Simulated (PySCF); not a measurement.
# FH$_{5}$N$_{2}$Si$_{2}$ (SMILES F[SiH]1N[SiH2]N1): what the fields show

```xyz
10

N     0.2156   -0.8686   -0.7992
Si    1.0964    0.5780   -0.3539
N    -0.1671    0.8410    0.8283
Si   -1.0239   -0.5897    0.3717
F    -2.5026   -0.3222   -0.2434
H     0.4318   -1.6450   -1.4057
H     1.2221    1.6265   -1.4126
H     2.4624    0.3361    0.2034
H    -0.3840    1.6101    1.4442
H    -1.2646   -1.6343    1.3966
```

Geometry: PBE0-D3(BJ)/def2-SVP.

Theory: PBE0/pcSseg-2, SCF density, gas phase, non-relativistic in PySCF 2.14.0.

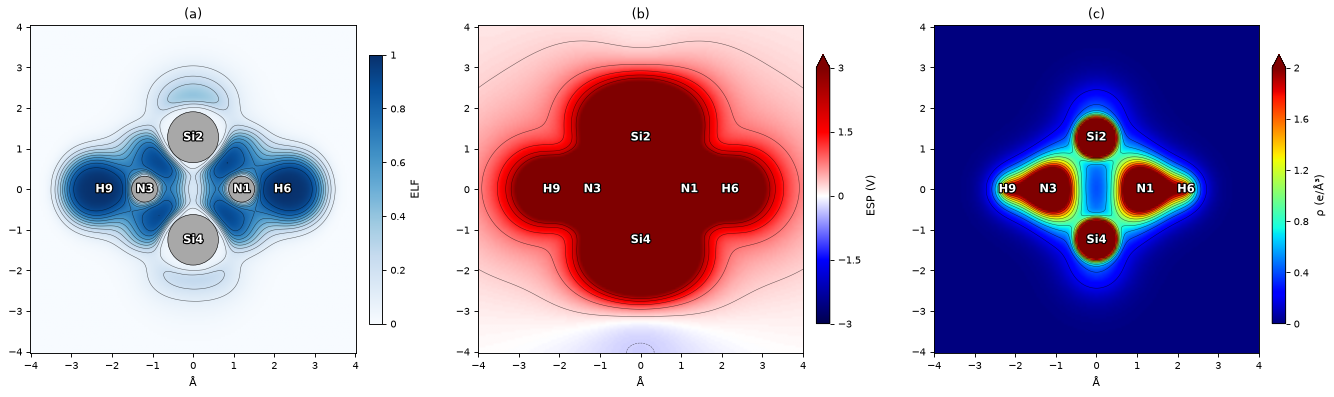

Figure 1. (a) ELF; (b) electrostatic potential; (c) electron density on the plane of atoms Si2, N1 and Si4. Grey discs cover the atomic cores in the ELF map.

### Interpret the plot.

- Atoms in the plane: N, Si and H.
- Si–N (1.73 Å): the density is about 1.1 e/Å³ at the midpoint; the ELF peaks at about 0.90 between the atoms (a shared but strongly polarised pair).
- N–H (1.01 Å): ρ at the midpoint is about 2.9 e/Å³; the ELF climbs to about 1 towards the hydrogen, as it does in any bond to H: a covalent bond by its length.
- The potential has no marked negative region in this plane.

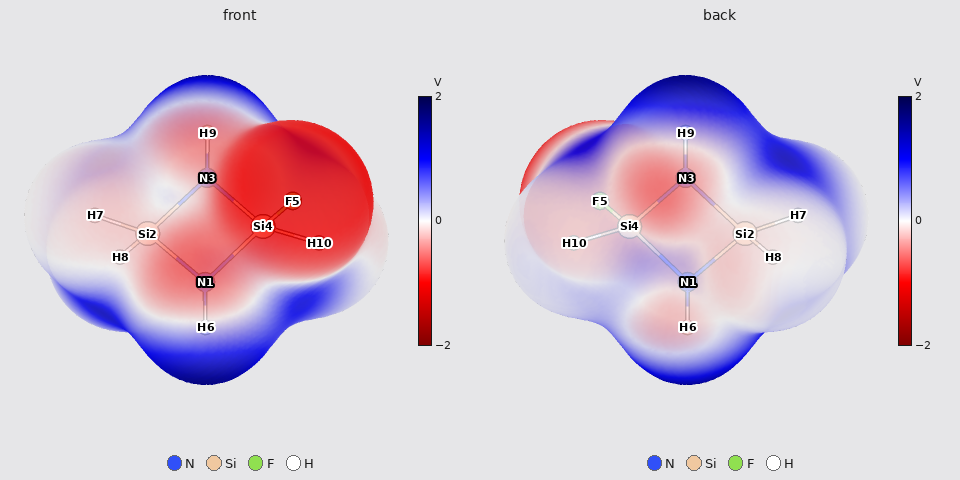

Figure 2. The molecular electrostatic potential painted on the density surface at 0.001 e/bohr³, seen from the front and from behind; the colour scale runs from red (negative) to blue (positive).

### Where is the surface potential most negative and most positive?

The most negative region (about −1.1 V) lies over F5, the most positive (about +1.6 V) over H6 and H9.

### What dipole moment does the calculation give?

Its dipole moment is 1.65 D.
